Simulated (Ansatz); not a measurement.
# Direct or indirect: BiBO4 (I-4)

```cif
data_structure
_symmetry_space_group_name_H-M 'I-4'
_symmetry_Int_Tables_number 82
_cell_length_a 4.9945
_cell_length_b 4.9945
_cell_length_c 7.0796
_cell_angle_alpha 90.000
_cell_angle_beta 90.000
_cell_angle_gamma 90.000
_cell_volume 176.60
loop_
_atom_site_label
_atom_site_type_symbol
_atom_site_symmetry_multiplicity
_atom_site_Wyckoff_symbol
_atom_site_fract_x
_atom_site_fract_y
_atom_site_fract_z
_atom_site_occupancy
Bi1 Bi 2 a 0.00000 0.00000 0.00000 1
O1 O 8 g 0.18572 0.67327 0.35713 1
B1 B 2 c 0.00000 0.50000 0.25000 1
```

Method: Ansatz, PBE, independent particles, without spin-orbit coupling, line width 0.1 eV (Gaussian). The band structure gives a fundamental gap of 1.14 eV. The spectrum of vertical transitions near the edge:

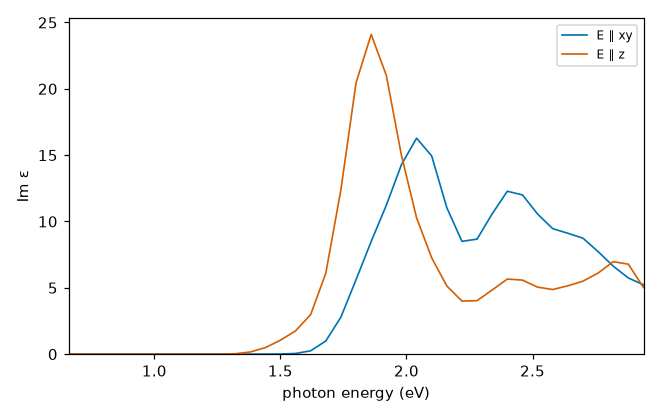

Q: Is the gap direct or indirect, and about where do vertical transitions set in?

A: Indirect, by the band path, whose least direct gap is 1.45 eV. The curves fit this: they stay near zero above 1.14 eV and rise only from about 1.5 eV, though a forbidden direct transition would look alike. Lines are broadened by 0.1 eV, which spreads the edge, and phonons, which would give weak absorption from the fundamental gap up, are left out.

Note: cells built here by substitution need not match a known phase.

[Logs are printed without paths, hosts, clocks, repeated set-up lines and the standing remarks that a program may print on its own settings, such as how far it seeks lower states.]
